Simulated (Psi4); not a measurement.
**InNH3Cl (SMILES [NH2][InH][Cl]): M06-L/def2-SVPD (core potential)**

Aim: the vertical ionisation energy of InNH3Cl at M06-L/def2-SVPD (core potential), from 2 runs. 

The calculation is run with Psi4 1.11.

1 further run of the same task is left out (set aside as unsound or not needed).

## Step 1: The structure to begin with

InNH3Cl has 6 atoms, charge 0, and is taken as a singlet. As SMILES, `[NH2][InH][Cl]`. Geometry: relaxed at PBE0-D4/def2-TZVP.

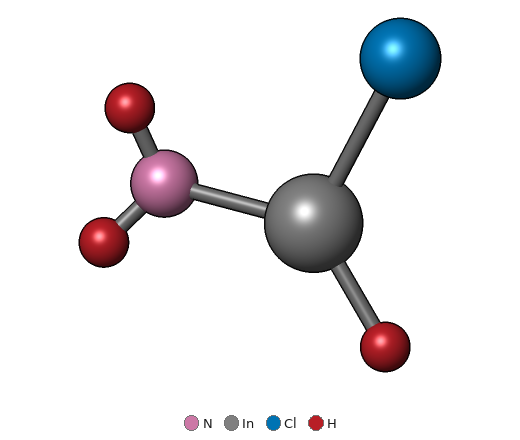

The structure, seen from a chosen angle (nitrogen pink, indium grey, chlorine blue, hydrogen red).

## Step 2: Energy and gradient at M06-L/def2-SVPD (core potential)

Contents of input.in:

```
memory 2200 mb

molecule system {
  N
  In 1 1.995092
  Cl 2 2.338841 1 109.21054
  H 1 1.007319 2 121.55473 3 -161.39576
  H 1 1.008088 4 110.99422 2 -146.64709
  H 2 1.693091 1 131.52947 4 23.85832
  symmetry c1
}

set globals {
  basis def2-SVPD
  reference rks
  puream true
  e_convergence 1e-09
  d_convergence 1e-08
  scf_type pk
  dft_radial_points 99
  dft_spherical_points 590
}

gradient("m06-l")
```

The run is started by

```
$ psi4 -i input.in -o input.out -n 1
```

input.out:

```text
[...]
    !!!  WARNING: ECP capability is in beta. Please check occupations closely.  !!!
[...]
  Running in c1 symmetry.
[...]
  Nuclear repulsion =  168.696253894361064
[...]
  Multiplicity = 1
[...]
  Nalpha       = 24
  Nbeta        = 24
[...]
    Number of basis functions: 103
[...]
   @RKS iter   1:  -706.44439904826936   -6.37052e-01   9.50097e-03 ADIIS/DIIS
[...]
   @RKS iter  13:  -706.89918102455499   -3.29692e-12   3.02587e-09 DIIS
[...]
    Orbital Energies [Eh]
    ---------------------
    Doubly Occupied:
       1A   -101.108366     2A    -14.172117     3A     -9.375623
       4A     -7.085029     5A     -7.080093     6A     -7.079340
       7A     -4.611407     8A     -3.034576     9A     -3.026256
      10A     -3.021031    11A     -0.808986    12A     -0.770463
      13A     -0.738927    14A     -0.738318    15A     -0.734314
      16A     -0.724297    17A     -0.705518    18A     -0.444455
      19A     -0.412527    20A     -0.326971    21A     -0.305274
      22A     -0.278885    23A     -0.267483    24A     -0.234371
[...]
  @RKS Final Energy:  -706.89918102455499
   => Energetics <=
    Nuclear Repulsion Energy =            168.6962538943610639
    One-Electron Energy =               -1383.1306022572161964
    Two-Electron Energy =                 560.7491673877467520
    DFT Exchange-Correlation Energy =     -53.2140000494465824
    Empirical Dispersion Energy =           0.0000000000000000
    VV10 Nonlocal Energy =                  0.0000000000000000
    Total Energy =                       -706.8991810245549914
[...]
 Multipole Moments:
 ------------------------------------------------------------------------------------
     Multipole            Electronic (a.u.)      Nuclear  (a.u.)        Total (a.u.)
 ------------------------------------------------------------------------------------
 L = 1.  Multiply by 2.5417464519 to convert [e a0] to [Debye]
 Dipole X            :         -0.2996400            0.5619630            0.2623230
 Dipole Y            :         28.4633240          -27.3284358            1.1348882
 Dipole Z            :          5.7965555           -6.3118145           -0.5152590
 Magnitude           :                                                    1.2736862
[...]
  -Total Gradient:
     Atom            X                  Y                   Z
    ------   -----------------  -----------------  -----------------
       1        0.000976280513    -0.000259210094     0.006818935723
       2       -0.000070650434    -0.009073856098    -0.006452467980
       3        0.000089904810     0.012898829973    -0.004448489229
       4       -0.000765469095    -0.002549963916     0.003885246494
       5       -0.000826349037     0.002930410221     0.003794221863
       6        0.000484639227    -0.003776773245    -0.003496209376
[...]
```

Run time: 58 s. Hardware: 1 thread of Intel Xeon Platinum 8259CL at 2.50GHz (Skylake/Cascade Lake), shared host; peak memory 1.1 GiB.

## Step 3: The doublet cation at the same level

Contents of input.in:

```
memory 2200 MB

molecule molecule1 {
  1 2
  N
  In 1 1.995092
  Cl 2 2.338841 1 109.21054
  H 1 1.007319 2 121.55473 3 -161.39576
  H 1 1.008088 4 110.99422 2 -146.64709
  H 2 1.693091 1 131.52947 4 23.85832
  units angstrom
  symmetry c1
  no_reorient
  no_com
}

set {
  basis def2-SVPD
  reference uks
  puream true
  e_convergence 1e-09
  d_convergence 1e-08
  scf_type pk
  dft_radial_points 99
  dft_spherical_points 590
  maxiter 100
}

energy_value, wavefunction = gradient("m06-l", return_wfn=True)
oeprop(wavefunction, "QUADRUPOLE", "LOWDIN_CHARGES", "MULLIKEN_CHARGES", title="M06-L")
```

The run is started by

```
$ psi4 -i input.in -o input.out -n 1
```

input.out (excerpt; [...] marks lines left out):

```text
[...]
  Running in c1 symmetry.
[...]
  Nuclear repulsion =  168.696253894361064
[...]
  Multiplicity = 2
[...]
  Nalpha       = 24
  Nbeta        = 23
[...]
    Number of basis functions: 103
[...]
   @UKS iter   1:  -706.01503337394922   -1.70241e-01   9.45597e-03 DIIS/ADIIS
[...]
   @UKS iter  17:  -706.55027610990373   -4.20641e-12   9.51432e-09 DIIS
[...]
   @S^2 Observed:                7.575834603E-01
[...]
  @UKS Final Energy:  -706.55027610990373
   => Energetics <=
    Nuclear Repulsion Energy =            168.6962538943610639
    One-Electron Energy =               -1371.9229951347192582
    Two-Electron Energy =                 549.5921339680065785
    DFT Exchange-Correlation Energy =     -52.9156688375520332
    Empirical Dispersion Energy =           0.0000000000000000
    VV10 Nonlocal Energy =                  0.0000000000000000
    Total Energy =                       -706.5502761099037343
[...]
  -Total Gradient:
     Atom            X                  Y                   Z
    ------   -----------------  -----------------  -----------------
       1       -0.004075188542     0.002739700034     0.029466296885
       2        0.007780693234    -0.008793532605    -0.060422863214
       3       -0.001189711780     0.009012565200     0.002059653393
       4       -0.000388482805    -0.010577452563     0.013340298631
       5       -0.000436627117     0.011136811501     0.013681753671
       6       -0.001809810966    -0.003342812218     0.001716710397
[...]
 Multipole Moments:
 ------------------------------------------------------------------------------------
     Multipole            Electronic (a.u.)      Nuclear  (a.u.)        Total (a.u.)
 ------------------------------------------------------------------------------------
 L = 1.  Multiply by 2.5417464519 to convert [e a0] to [Debye]
[...]
  Mulliken Charges: (a.u.)
   Center  Symbol    Alpha    Beta     Spin     Total
       1     N     3.83753  3.03424  0.80329  0.12823
       2    IN     9.89787  9.94568 -0.04781  1.15644
       3    CL     8.83444  8.57389  0.26054 -0.40833
       4     H     0.45383  0.46815 -0.01433  0.07802
       5     H     0.44299  0.46392 -0.02094  0.09309
       6     H     0.53335  0.51411  0.01924 -0.04746
   Total alpha = 24.00000, Total beta = 23.00000, Total charge =  1.00000
  Lowdin Charges: (a.u.)
   Center  Symbol    Alpha    Beta     Spin     Total
[...]
```

Run time: 1.7 min. Hardware: 1 thread of Intel Xeon Platinum 8259CL at 2.50GHz (Skylake/Cascade Lake), shared host; peak memory 1.1 GiB.

## Step 4: Outcome

Level: M06-L/def2-SVPD (core potential).

| quantity | value |
| --- | --- |
| singlet InNH3Cl: total energy | -706.89918 Eh |
| singlet InNH3Cl: dipole moment | 3.24 D |
| singlet InNH3Cl: HOMO energy | -6.38 eV |
| singlet InNH3Cl: LUMO energy | -1.62 eV |
| singlet InNH3Cl: HOMO–LUMO gap | 4.76 eV |
| singlet InNH3Cl: largest force on an atom | 0.702 eV/Å |
| doublet cation: total energy | -706.55028 Eh |
| doublet cation: HOMO energy (highest over α and β) | -12.76 eV |
| doublet cation: LUMO energy (lowest over α and β) | -12.50 eV |
| doublet cation: ⟨S²⟩ | 0.758 |
| doublet cation: largest force on an atom | 3.165 eV/Å |
| vertical ionisation energy (to the doublet cation) | 9.494 eV |

The vertical ionisation energy comes to 9.49 eV (219 kcal/mol). The largest force (singlet InNH3Cl) is 0.70 eV/Å: the shape isn't a stationary point for this species at this level. −ε(HOMO) before ionisation, 6.38 eV, is 3.12 eV below this ionisation energy. Mulliken charges (doublet cation) run from -0.41 on Cl3 to +1.16 on In2; in a basis this large or diffuse they mean little.
